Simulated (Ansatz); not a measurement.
The starting structures come from a database of crystals and need not be the phases stable at ambient conditions.

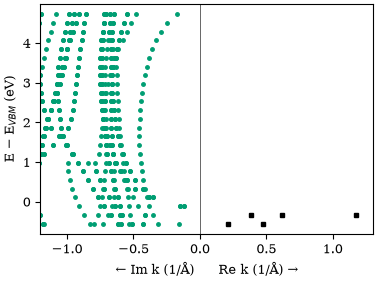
Figure: Complex bands at the centre of the two-dimensional zone; Ansatz (an electronic-structure program) with r2SCAN

No gap correction and no spin-orbit coupling; mid-gap values are interpolated between computed energies.

**Question.** This is CaZn(CO$_{3}$)$_{2}$ (R-3, not sure to be the ambient phase, 10 atoms a cell, 11.2 Å³ an atom, -6 GPa at this level) along the normal of (110). Read off the slowest decay at the centre of the two-dimensional zone at 2.31 eV, the computed energy nearest the middle of the gap.

**Answer.** κ ≈ 0.45 1/Å, a decay length 1/(2κ) of the density of 1.1 Å.
